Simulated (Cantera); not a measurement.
Charge: 1 mol HI, 3 mol H₂, at 31000 Pa.

Cantera equilibrium calculation (NASA polynomials, part measured and part estimated; ideal gas, pure solids and liquids). Candidate condensed phases: I₂; 10 gas species. Ions and electrons are included (thermal ionisation). The numbers say what is thermodynamically allowed, not how fast it happens.

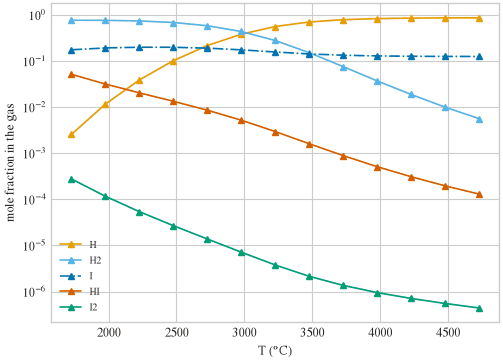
Figure. Equilibrium gas composition (values under 1e-9 drawn at 1e-9)

From 1727 °C to 4727 °C nothing is condensed.
